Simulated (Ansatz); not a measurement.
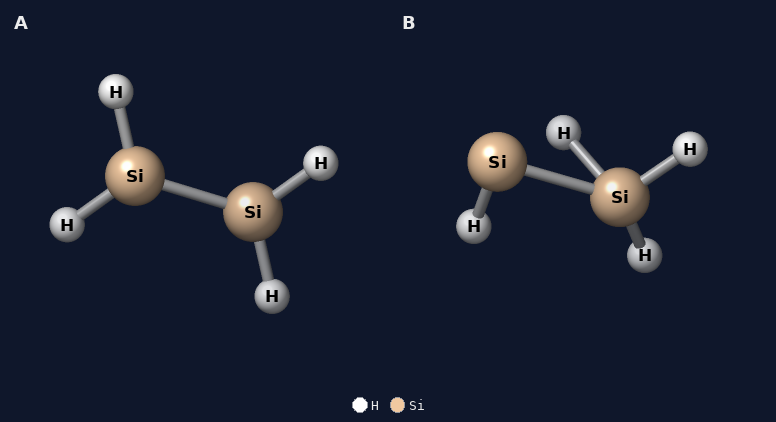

2 stationary structures of one formula. Geometries: PBE0-D4/def2-TZVP. Electronic energies: CCSD(T)/CBS (MP2 limit from def2-TZVPP and def2-QZVPP plus CCSD(T) − MP2) (Ansatz 0.2.0), without zero-point energy.

### Which structure is the most stable?

A is lowest (a minimum); B lies 30.4 kJ/mol above it (C1, a minimum).
